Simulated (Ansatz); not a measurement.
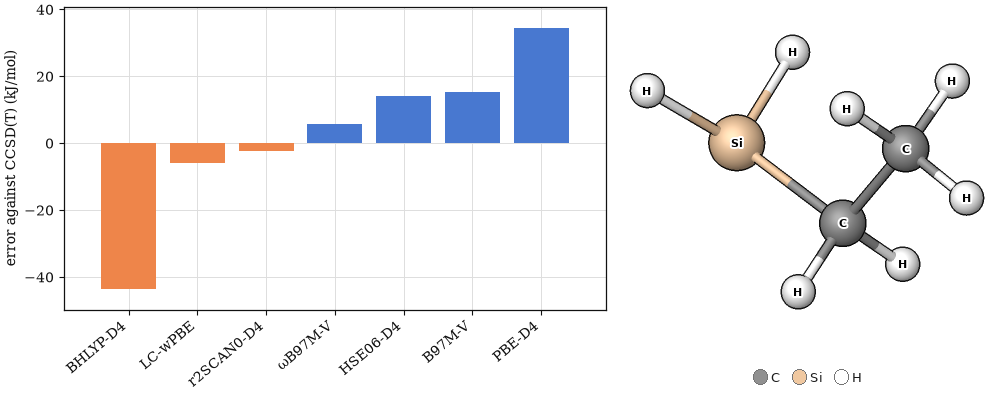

Error in the electronic atomisation energy (method less reference, so positive means overbinding) of C₂H₇Si, SMILES CC[SiH2], doublet: functionals in def2-TZVPP against frozen-core CCSD(T) at the limit (scheme: direct), which gives 3443.2 kJ/mol, at a PBE0-D4/def2-TZVP geometry (a minimum by its frequencies), no zero-point or spin-orbit term, the Ansatz code 0.2.0. The reference leaves out core correlation, a term that grows with the number of heavy atoms. No dispersion term is added to LC-wPBE.

Q: Which of these levels overbind, and which underbind?

A: Overbind: B97M-V and PBE-D4. Underbind: BHLYP-D4. Within 15 kJ/mol of zero, too close to call in view of what the reference leaves out: LC-wPBE, r2SCAN0-D4, ωB97M-V and HSE06-D4.

Q: Give the values.

A:
| level | kJ/mol |
| --- | --- |
| BHLYP-D4 | −43.5 |
| LC-wPBE | −5.8 |
| r2SCAN0-D4 | −2.4 |
| ωB97M-V | 5.7 |
| HSE06-D4 | 14.0 |
| B97M-V | 15.3 |
| PBE-D4 | 34.5 |
